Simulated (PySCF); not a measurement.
B(OH)(OMe)(iPr), SMILES CC(B(OC)O)C (C4H11BO2), GFN2-xTB optimised geometry. Atoms within 1.6 Å of the plane z = 1.2 Å (x, y, z in Å): B1 (-0.14, -0.14, 0.00), O2 (-0.72, -1.36, 0.00), H3 (-0.09, -2.08, 0.00), O4 (1.21, -0.14, 0.00), C5 (2.07, 0.97, 0.00), H6 (2.70, 0.93, 0.89), H8 (1.53, 1.92, -0.01), C9 (-1.12, 1.14, 0.00), C10 (-1.99, 1.16, 1.27), H12 (-0.56, 2.08, -0.02), H13 (-2.67, 2.00, 1.26), H14 (-2.57, 0.24, 1.33), H15 (-1.36, 1.23, 2.16).

Method: PBE0/def2-SVP (PySCF). Cells within 0.4 Å of a nucleus heavier than hydrogen are left out (blank, or x).

Map of the deformation density (molecule minus spherical neutral atoms) (e/bohr³) on the plane z = 1.2 Å:

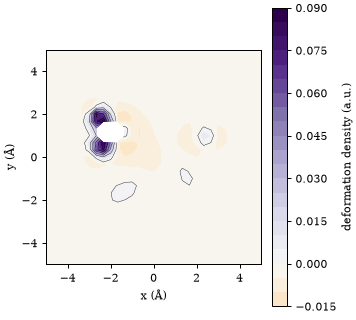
Deformation density (molecule minus spherical neutral atoms) (e/bohr³) on the plane z = 1.2 Å.
